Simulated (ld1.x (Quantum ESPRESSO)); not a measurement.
Input of ld1.x (Quantum ESPRESSO) 7.5:

```
 &input
   title='Pb', zed=82., rel=2, dft='PBE', iswitch=3,
   config='[Xe] 4f14 5d10 6s1 6p3', rel_dist='average',
   nld=5, rlderiv=3.15, eminld=-4.0, emaxld=5.0, deld=0.02
 /
 &inputp
   pseudotype=2, tm=.false., lloc=0,
   nlcc=.true., rcore=1.65,
   file_pseudopw='Pb.UPF', file_wfcaegen='ae.wfc', file_wfcncgen='nc.wfc', file_beta='beta', file_chi='chi'
 /
3
6P  2  1   3.00   0.00  2.90  2.90  0.0
5D  3  2  10.00   0.00  1.70  1.70  0.0
6S  1  0   1.00   0.00  1.60  1.60  0.0
 &test
   configts(1)='5d10 6s1 6p3'
 /
```

Command:
```bash
ld1.x < Pb.in > Pb.out
```

Functional and relativity: PBE, fully relativistic.

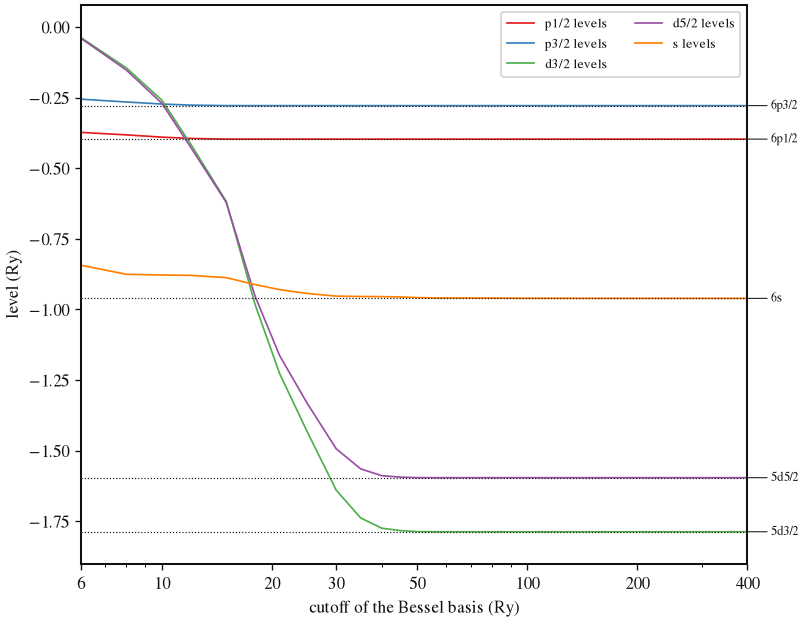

The pseudo-atom Hamiltonian at the reference potential is diagonalised in spherical Bessel functions (20 bohr box) up to the cutoff. Curves: the lowest levels of each channel that holds a bound state. Dotted lines: the all-electron valence levels.

> Does every curve settle on an all-electron level?

No ghost state below the valence levels in the p1/2, p3/2, d3/2, d5/2, s, f channels. The curves of the valence states settle on the dotted lines.

> Read the all-electron valence levels.

6p1/2: -0.40 Ry; 6p3/2: -0.28 Ry; 5d3/2: -1.79 Ry; 5d5/2: -1.60 Ry; 6s: -0.96 Ry.
